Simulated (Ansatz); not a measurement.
**What Si → Pb does to WSi2**

Base system: WSi₂ (space group I4/mmm, No. 139; a = 3.203 Å, c = 7.816 Å).

The change: every Si is replaced by Pb; the structure is relaxed again.

Method: Kohn–Sham DFT with the PBEsol functional, run in Ansatz (a program for electronic structure) with PAW and 420 eV plane waves, no SOC. k-mesh 18×18×18 (Γ-centred); smearing 0.05 eV (Fermi–Dirac), for the changed cell.

The density increases by 5.38 g/cm³ (9.94 g/cm³ → 15.32 g/cm³) and the lattice parameter a increases by 0.439 Å to 3.642 Å. The c/a ratio grows by 0.244, from 2.440 to 2.684 and the space group remains I4/mmm (No. 139). The shortest interatomic distance increases by 0.3987 Å, from 2.587 Å to 2.985 Å and the band gap stays zero.

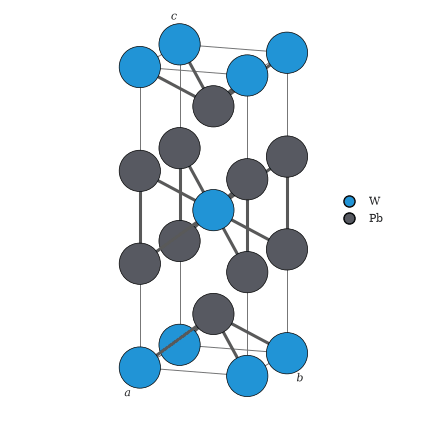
Figure: The relaxed conventional cell after the change

Stability against distortions was not tested. As relaxed here, Pb2W is a hypothetical phase, not in the database extracts checked. All final runs are without spin polarisation. Pb2W has a high density of states at the Fermi level and may be magnetic at this level.
